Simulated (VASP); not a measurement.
Band structure of Au (space group Im-3m). Computed with LDA (Ceperley-Alder, Perdew-Zunger), VASP's LDA PAW potentials (set 64) (plane waves; VASP 6.6.1).

Unless said otherwise, spin-orbit coupling is left out, though it shifts the bands of the heavy elements here.

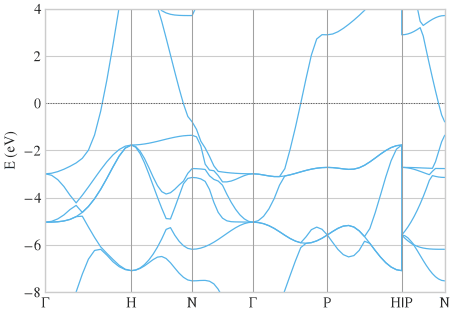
Fig. 1. Bands along high-symmetry lines, zero at the valence-band maximum or, without a gap, the Fermi level

### Question
Read the plot: is there a gap, and where are the band edges?

### Answer
It has no gap at this level: it comes out as a metal or semimetal. (Edges off the drawn lines would not show.)

The structure comes from a computed database's Au entry (Im-3m); how it stands against other phases isn't given here. It was relaxed first, which changed the volume by -9 %.
